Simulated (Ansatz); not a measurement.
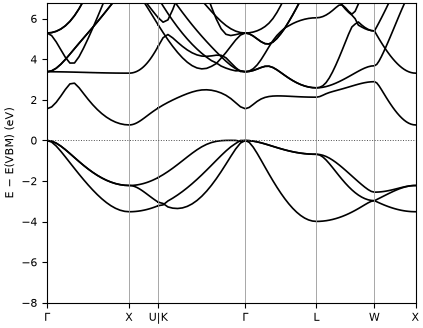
Figure: Band structure from DFT-r²SCAN in the program Ansatz with PAW potentials

Problem. Read off the gap and where the band edges lie.

Solution. About 0.8 eV (0.76 eV by a search for the band edges); maximum on the K–Γ line, 81 % of the way from K, minimum at X.

Problem. Which of these materials gives this?
(A) Li3Bi, Fm-3m (Li on 8c, Li on 4b, Bi on 4a)
(B) NaTl2MoF6, Fm-3m (Na on 4b, Tl on 8c, Mo on 4a, F on 24e)
(C) Li6PS5Cl, F-43m (Pearson symbol cF52)
(D) Rb2NaTlBr6, Fm-3m (Rb on 8c, Na on 4b, Tl on 4a, Br on 24e)

Solution. A, Li3Bi, Fm-3m (Li on 8c, Li on 4b, Bi on 4a)

The workflow started from a Materials Project entry (that database holds measured and hypothetical structures alike); the Crystallography Open Database copy checked does not list it. With Li and Bi taken as one species the cell has the higher symmetry Im-3m, so it may be an ordered model of a mixed-site phase. Its standing as an ambient phase is unchecked. Symmetry was held in the r²SCAN relaxation; its stability against distortions is not shown here. Spin–orbit coupling is left out wherever it is not named.

Potentials: the later of the program's two PAW sets.
